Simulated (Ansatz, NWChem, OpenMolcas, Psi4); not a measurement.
Ligand exchange: C2H4Br2 + SiH3Br → C2H5Br + SiH2Br2

Gas-phase species: C2H4Br2 (1,2-dibromoethane) `BrCCBr`, singlet; SiH3Br `[SiH3]Br`, singlet; C2H5Br (bromoethane) `CCBr`, singlet; SiH2Br2 (dibromosilane) `Br[SiH2]Br`, singlet. The partners trade Br for H: C–Br and Si–H bonds give way to C–H and Si–Br.

Shapes, held fixed at every level: PBE0-D4/def2-TZVP. Flexible molecules stand in one conformer, not always the lowest. Programs: Ansatz 0.2.0, NWChem 7.3.0, OpenMolcas 26.06, Psi4 1.11. A level may come from different programs for different species; with the same settings they agree closely. The zero-point and thermal change to 298 K, harmonic and unscaled (PBE0-D4/def2-TZVP), is +7.1 kJ/mol.

```csv
level,kind,ΔH(298 K) (kJ/mol)
HF/STO-3G,Hartree–Fock,-134.7
HF/3-21G,Hartree–Fock,-91.1
HF/def2-SVP,Hartree–Fock,-140.4
B3LYP/6-31G* (Cartesian functions),global hybrid,-128.4
PBE0/def2-SVP,global hybrid,-136.9
```

PBE0/def2-SVP gives ΔH(298 K) = -136.9 kJ/mol; the levels span -140.4 to -91.1. The median of the levels is -134.7. No measured value is set beside it here. Relativity is left out for Br. PBE0/def2-SVP lies outside the range of the other correlated levels here, so it shouldn't be taken on trust. Rows in sets without polarisation functions are far from converged.

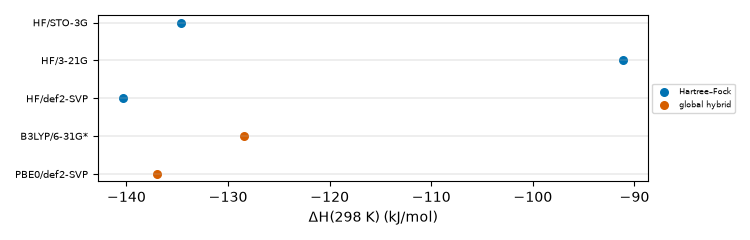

The values of the table, level by level.
